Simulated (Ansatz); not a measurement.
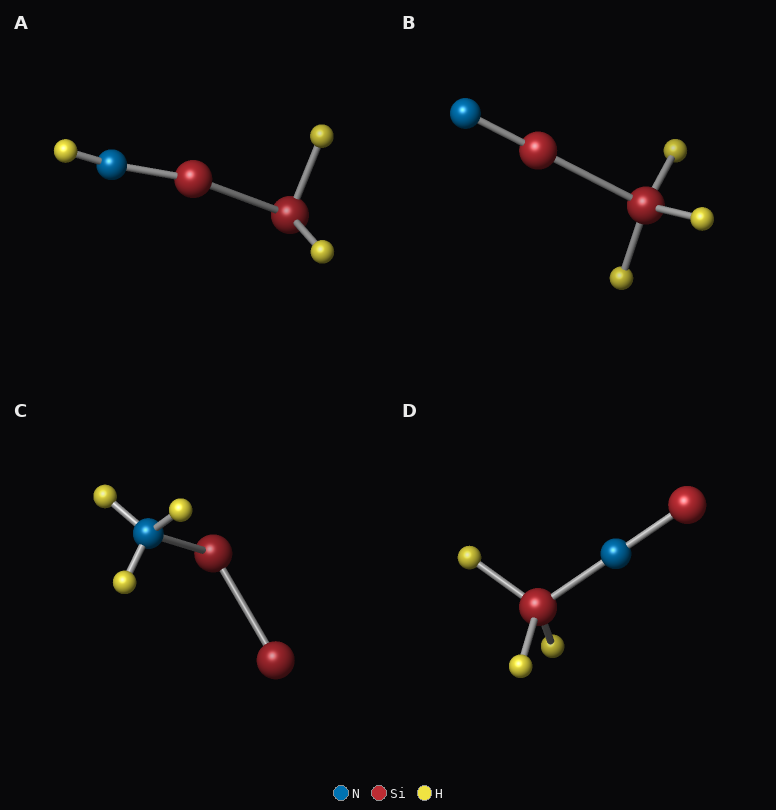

4 stationary structures of one formula. Geometries: PBE-D4/def2-SVP. Electronic energies: PBE-D4/def2-SVP (Ansatz 0.2.0), without zero-point energy. No frequency run is at hand to confirm each as a minimum.

> Which is lowest in energy, and by how much?

D is lowest (C3v); A lies 43.7 kcal/mol above it (Cs), C lies 66.6 kcal/mol above it (C1), B lies 69.3 kcal/mol above it (C3v).
